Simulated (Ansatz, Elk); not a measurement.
**CdH2S2: X-ray structure factors from the self-consistent density**

Structure refinements treat a crystal as free atoms side by side. For a made-up structure of CdH2S2 (cell and positions from a PBEsol relaxation) the runs below show what the calculated density changes in F(hkl).

Main program and level: Elk 11.2.3 (patched build); DFT, PBE, all-electron APW+lo, Dirac cores, scalar-relativistic bands, static density, no spin.

The structure was built from a prototype and need not be the compound's stable phase.

## (1) The structure

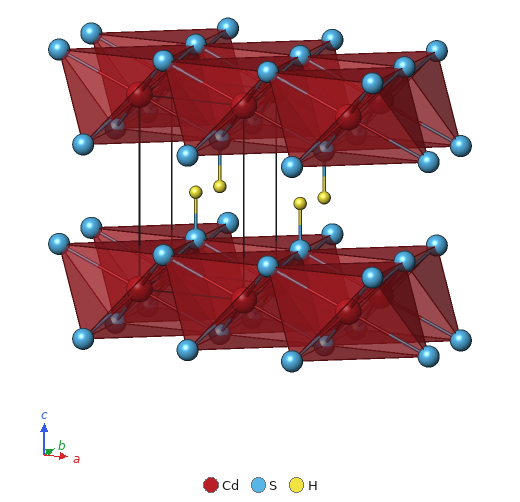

Start, viewed slightly off an axis; cadmium red, sulfur blue, hydrogen yellow. 2×1×1 cells are drawn. Some periodic images of atoms are drawn too.

## (2) Ground state and structure factors

An all-electron density is needed, since X-rays see the cores too. Task 0 finds the density and task 195 Fourier-transforms it; tshift is off so that phases refer to the origin typed.

Input file elk.in:

```
tasks
  0
  195

xctype
  20

spinpol
  .false.

rgkmax
  7.0

gmaxvr
  14.0

lmaxo
  7

lmaxapw
  8

swidth
  0.002

tshift
  .false.

ramdisk
  .false.

hmaxvr
  5.5

maxscl
  120

epspot
  1e-06

sppath
  './'

avec
  7.79590222794 -0.00000000000 0.00000000000
  -3.89795111397 6.75144937482 -0.00000000000
  0.00000000000 -0.00000000000 10.68206923598

atoms
  3
  'Cd.in'
  1
  0.0000000000 -0.0000000000 -0.0000000000   0.000000 0.000000 0.000000
  'S.in'
  2
  0.3333333333 0.6666666667 0.2207366257   0.000000 0.000000 0.000000
  0.6666666667 0.3333333333 0.7792633743   0.000000 0.000000 0.000000
  'H.in'
  2
  0.3333333333 0.6666666667 0.4617251355   0.000000 0.000000 0.000000
  0.6666666667 0.3333333333 0.5382748645   0.000000 0.000000 0.000000

ngridk
  6 6 4
```

Launch:

```sh
> OMP_NUM_THREADS=4 elk
```

Numbers of over 12 decimals in the logs are rounded to 6 here.

The log of the run:

```text
┌─────────────────────────┐
│ Elk code version 11.2.3 │
└─────────────────────────┘

All units are atomic (Hartree, Bohr, etc.)

┌─────────────────────────────────────────────────┐
│ Ground-state run starting from atomic densities │
└─────────────────────────────────────────────────┘

Lattice vectors :
   7.795902228      -0.000000000       0.000000000
  -3.897951114       6.751449375      -0.000000000
   0.000000000      -0.000000000       10.68206924

Reciprocal lattice vectors :
  0.8059599933      0.4653212191       0.000000000
   0.000000000      0.9306424381       0.000000000
   0.000000000       0.000000000      0.5881992682

Unit cell volume      :    562.2361783
Brillouin zone volume :   0.4411850802

Muffin-tin inner radius fraction :   0.1000000000E-01

Nuclei treated as point charges

Species : 1 (Cd)
 parameters loaded from : Cd.in
 name : cadmium
 nuclear charge    :   -48.00000000
 electronic charge :    48.00000000
 atomic mass :    204912.7176
 muffin-tin radius :    2.600000000
 number of radial points in muffin-tin :   1193
 inner part over the whole radius :   0.9972693929E-02
 number on inner part of muffin-tin    :    850
 approximate nuclear radius :   0.8708852602E-04
 number of mesh points to nuclear radius :    426
 atomic positions (lattice), magnetic fields (Cartesian) :
  1 :   0.00000000  0.00000000  0.00000000    0.00000000  0.00000000  0.00000000

Species : 2 (S)
 parameters loaded from : S.in
 name : sulphur
 nuclear charge    :   -16.00000000
 electronic charge :    16.00000000
 atomic mass :    58450.91931
 muffin-tin radius :    1.542600856
 number of radial points in muffin-tin :    793
 inner part over the whole radius :   0.9830661357E-02
 number on inner part of muffin-tin    :    548
 approximate nuclear radius :   0.6195814986E-04
 number of mesh points to nuclear radius :    256
 atomic positions (lattice), magnetic fields (Cartesian) :
  1 :   0.33333333 -0.33333333  0.22073663    0.00000000  0.00000000  0.00000000
  2 :  -0.33333333  0.33333333 -0.22073663    0.00000000  0.00000000  0.00000000

Species : 3 (H)
 parameters loaded from : H.in
 name : hydrogen
 nuclear charge    :   -1.000000000
 electronic charge :    1.000000000
 atomic mass :    1837.362221
 muffin-tin radius :   0.9816550904
 number of radial points in muffin-tin :    393
 inner part over the whole radius :   0.9921120734E-02
 number on inner part of muffin-tin    :    255
 approximate nuclear radius :   0.2766748019E-04
 number of mesh points to nuclear radius :     80
 atomic positions (lattice), magnetic fields (Cartesian) :
  1 :   0.33333333 -0.33333333  0.46172514    0.00000000  0.00000000  0.00000000
  2 :  -0.33333333  0.33333333 -0.46172514    0.00000000  0.00000000  0.00000000

Total number of atoms per unit cell :    5
Total muffin-tin volume :    112.2995264
 ratio of muffin-tin to unit cell volume :   0.1997372825

Spin treatment :
 spin-unpolarised

Number of Bravais lattice symmetries :   24
Number of crystal symmetries         :   12
Crystal has inversion symmetry
Real symmetric eigensolver will be used

k-point grid :      6     6     4
k-point offset :    0.000000000       0.000000000       0.000000000
k-point set is reduced with full crystal symmetry group
Total number of k-points :       24

Muffin-tin radius times maximum |G+k| :    7.000000000
 using average radius
Maximum |G+k| for APW functions       :    4.576053550
Maximum (1/2)|G+k|²                   :    10.47013304
Maximum |G| for potential and density :    14.00000000
Constant for pseudocharge density :    9
 order of it for each species :   16  16   9
 order of it for pair densities of each species (exact exchange by exxq0 0: 17) :   16  10   3
Radial integration step length :    1

G-vector grid sizes :     35    35    48
Number of G-vectors :    26057

Maximum angular momentum used for
 APW functions            :    8
 outer part of muffin-tin :    7
 inner part of muffin-tin :    2

Total nuclear charge    :   -82.00000000
[...]
interstitial                :    9.992073238
 muffin-tins (core leakage)
  species : 1 (Cd)
   atom 1                    :    46.33454608     (  0.2528863565E-03)
  species : 2 (S)
   atom 1                    :    12.36830688     (  0.5478604101E-02)
   atom 2                    :    12.36830688     (  0.5478604101E-02)
  species : 3 (H)
   atom 1                    :   0.4683834603     (   0.000000000    )
   atom 2                    :   0.4683834603     (   0.000000000    )
 total in muffin-tins        :    72.00792676
 total calculated charge     :    81.98917853
 total charge                :    82.00000000
 error                       :   0.1082147437E-01

RMS change in Kohn-Sham potential (target) :    68.45078682     (  0.1000000000E-05)
Absolute change in total energy (target)   :    1.676117314     (  0.1000000000E-03)

[... loops 3 to 18 left out ...]

┌──────────────────┐
│ Loop number : 19 │
└──────────────────┘

Energies :
 Fermi                       :     0.147524
 sum of occupied eigenvalues :     -3810.1946893048
 electron kinetic            :      6670.2436437419
 core electron kinetic       :      6456.7092966466
 Coulomb                     :     -12859.107659470
 Coulomb potential           :     -10211.300014633
 nuclear-nuclear             :     -566.48426762178
 electron-nuclear            :     -14382.509065916
 Hartree                     :      2089.8856740678
 Madelung                    :     -7753.4576521539
 xc potential                :     -269.13831841393
 exchange                    :     -202.87700160071
 correlation                 :     -3.889640
 electron entropic           :    -0.26162650157658E-10
 total energy                :     -6395.6306577517

Density of states at Fermi energy :   0.3266841894E-06
 (states/Hartree/unit cell)

Estimated indirect band gap :   0.7395374273E-01
 from k-point 4 to k-point 1
Estimated direct band gap   :   0.9547664956E-01
 at k-point 1

Charges :
 core                        :    50.00000000
 valence                     :    32.00000000
 interstitial                :    10.02628385
 muffin-tins (core leakage)
  species : 1 (Cd)
[...]
species : 2 (S)
[...]
species : 3 (H)
   atom 1                    :   0.4554577212     (   0.000000000    )
   atom 2                    :   0.4554577212     (   0.000000000    )
 total in muffin-tins        :    71.97371615
 total calculated charge     :    81.98925555
 total charge                :    82.00000000
 error                       :   0.1074445008E-01

RMS change in Kohn-Sham potential (target) :   0.4960747288E-06 (  0.1000000000E-05)
Absolute change in total energy (target)   :   0.1941480150E-06 (  0.1000000000E-03)

Convergence targets achieved

┌──────────────────┐
│ Loop number : 20 │
└──────────────────┘

Energies :
 Fermi                       :     0.147524
 sum of occupied eigenvalues :     -3810.1946892421
 electron kinetic            :      6670.2436437660
 core electron kinetic       :      6456.7092966537
 Coulomb                     :     -12859.107659453
 Coulomb potential           :     -10211.300014629
 nuclear-nuclear             :     -566.48426762178
 electron-nuclear            :     -14382.509065884
 Hartree                     :      2089.8856740529
 Madelung                    :     -7753.4576521386
 xc potential                :     -269.13831837903
 exchange                    :     -202.87700160017
 correlation                 :     -3.889640
 electron entropic           :    -0.26162650889075E-10
 total energy                :     -6395.6306577099

Density of states at Fermi energy :   0.3266841999E-06
 (states/Hartree/unit cell)

Estimated indirect band gap :   0.7395374258E-01
 from k-point 4 to k-point 1
Estimated direct band gap   :   0.9547664940E-01
 at k-point 1

Charges :
 core                        :    50.00000000
 valence                     :    32.00000000
 interstitial                :    10.02628385
 muffin-tins (core leakage)
  species : 1 (Cd)
   atom 1                    :    46.57310015     (  0.2436238571E-03)
  species : 2 (S)
   atom 1                    :    12.24485028     (  0.5446309894E-02)
   atom 2                    :    12.24485028     (  0.5446309894E-02)
  species : 3 (H)
   atom 1                    :   0.4554577213     (   0.000000000    )
   atom 2                    :   0.4554577213     (   0.000000000    )
 total in muffin-tins        :    71.97371615
 total calculated charge     :    81.98925555
 total charge                :    82.00000000
 error                       :   0.1074445007E-01

┌──────────────────────────────┐
│ Self-consistent loop stopped │
└──────────────────────────────┘

Warning : core states of species 1 leak from the muffin-tin :   0.2436238571E-03

Warning : core states of species 2 leak from the muffin-tin :   0.5446309894E-02

Wrote STATE.OUT
```

Run time: 1.7 min. Hardware: 4 threads of Arm Neoverse N1, shared host; peak memory 0.27 GiB.

SFACRHO.OUT:

```text

h k l indices transformed by vhmat matrix:
   1.000000000       0.000000000       0.000000000    
   0.000000000       1.000000000       0.000000000    
   0.000000000       0.000000000       1.000000000    

      h      k      l  multipl.   |H|            Re(F)            Im(F)           |F|

      0      0      0      1   0.0000000       81.999999     -0.19508651E-16   81.999999    
      0      0      1      2  0.58819927       49.108802      0.19449338E-14   49.108802    
     -1      0      0      6  0.93064244       28.713473     -0.19582683E-14   28.713473    
     -1      1     -1      6   1.1009422       60.415318      0.22859163E-16   60.415318    
      1      0      1      6   1.1009422       18.084717      0.34212548E-14   18.084717    
      0      0     -2      2   1.1763985       18.785997      0.48613820E-14   18.785997    
      0     -1     -2      6   1.5000030       53.003195     -0.58405162E-14   53.003195    
     -1      1      2      6   1.5000030       40.677021      0.19430289E-14   40.677021    
     -2      1      0      6   1.6119200       57.286319      0.85695989E-14   57.286319    
     -1      2      1     12   1.7158859       38.271880     -0.19506486E-14   38.271880    
      0      0      3      2   1.7645978       24.196411     -0.29450222E-14   24.196411    
     -2      2      0      6   1.8612849       24.600166     -0.15239442E-16   24.600166    
     -2      2     -1      6   1.9520143       16.656021      0.14142202E-13   16.656021    
     -2      2      1      6   1.9520143       47.859088      0.22859163E-16   47.859088    
      0      1      3      6   1.9949689       25.413691     -0.38955824E-14   25.413691    
      0      1     -3      6   1.9949689       51.059782     -0.77949747E-14   51.059782    
      1      1     -2     12   1.9955449       16.901599      0.72501646E-14   16.901599    
     -2      0      2      6   2.2018844       34.614965      0.19506486E-14   34.614965
```

Elk indexes on the primitive cell of elk.in and gives |H| = 4π sin θ/λ in inverse bohr. Below, one row stands for each form hkl of the conventional cell (m members, Friedel mates merged), F is for one primitive cell and the density is static (no thermal factor). Free-atom factors are Waasmaier and Kirfel's, and R is Σm||F|−|F'||/Σm|F|. Elk warned that it couldn't find a linearisation energy, which lowers the accuracy of some states in this run and its variants.

```
hkl   m  sin θ/λ (Å⁻¹)  abs F, DFT  neutral atoms   diff.
001   2          0.088      49.109         49.068  +0.041
100   6          0.140      28.713         28.942  -0.228
011   6          0.166      60.415         60.198  +0.217
101   6          0.166      18.085         18.509  -0.425
002   2          0.177      18.786         19.348  -0.562
012   6          0.226      53.003         53.010  -0.006
102   6          0.226      40.677         40.632  +0.045
110   6          0.242      57.286         57.350  -0.064
111  12          0.258      38.272         38.475  -0.203
003   2          0.265      24.196         24.572  -0.376
200   6          0.280      24.600         24.680  -0.080
021   6          0.293      16.656         16.507  +0.149
201   6          0.293      47.859         47.848  +0.011
013   6          0.300      25.414         25.129  +0.284
103   6          0.300      51.060         51.221  -0.161
112  12          0.300      16.902         16.825  +0.077
022   6          0.331      34.615         34.306  +0.309
202   6          0.331      44.456         44.693  -0.236
```

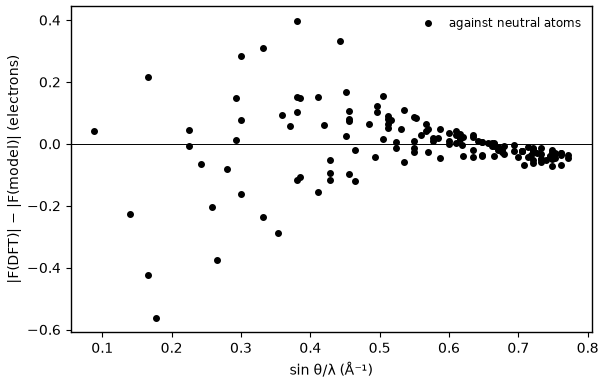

Difference between the calculated structure factors and the independent-atom ones.

## (3) The highest occupied states alone

An energy window below the Fermi level keeps the highest occupied states, to see at which angles they scatter; shallow core shells can lie inside it and anion s states outside. No new self-consistency is needed.

Changes to elk.in since step 2:

```diff
@@ -1,3 +1,2 @@
 tasks
-  0
   195
@@ -40,2 +39,5 @@
 
+wsfac
+  -0.403720 0.447520
+
 sppath
```

Launch:

```sh
> OMP_NUM_THREADS=4 elk
```

The log of the run:

```text
┌─────────────────────────────────┐
│ Elk code version 11.2.3 started │
└─────────────────────────────────┘

Info(readinput): the functional depends on the density's gradient
 muffin-tin radial points multiplied by    2.00000
 (not where nrmtscf is given)

┌────────────────────┐
│ Current task : 195 │
└────────────────────┘
Info(checkmt): changed muffin-tin radius of species 2 (S) from   2.2000 to   1.5426
Info(checkmt): changed muffin-tin radius of species 3 (H) from   1.4000 to   0.9817

Warning(linengy): could not find 1 linearisation energies in s.c. loop 1

Info(sfacrho): density structure factors written to SFACRHO.OUT

 Energy window :  -0.4037200000      0.4475200000

┌──────────────────┐
│ Elk code stopped │
└──────────────────┘
```

It took 13 s on 4 threads; peak memory 0.16 GiB; 15 s of CPU time.

States within 15 eV below the Fermi level hold 26.00 electrons; any levels below the window count with the cores. Their amplitudes can exceed the total, where window and core parts have opposite phase:

```
hkl  sin θ/λ (Å⁻¹)  abs F, window  abs F, all
001          0.088         10.104      49.109
100          0.140          3.894      28.713
011          0.166         11.845      60.415
101          0.166          2.199      18.085
002          0.177          2.875      18.786
012          0.226          6.098      53.003
102          0.226          5.323      40.677
110          0.242          6.938      57.286
111          0.258          3.394      38.272
003          0.265          2.299      24.196
```

[end of part 1 of 2]

[Logs are printed without paths, hosts, clocks, repeated set-up lines and the standing remarks that a program may print on its own settings, such as how far it seeks lower states.]

[Hosts, paths, dates, database ids (printed as entryN), source tags and the programs' standing remarks are cut or masked in the printed files.]
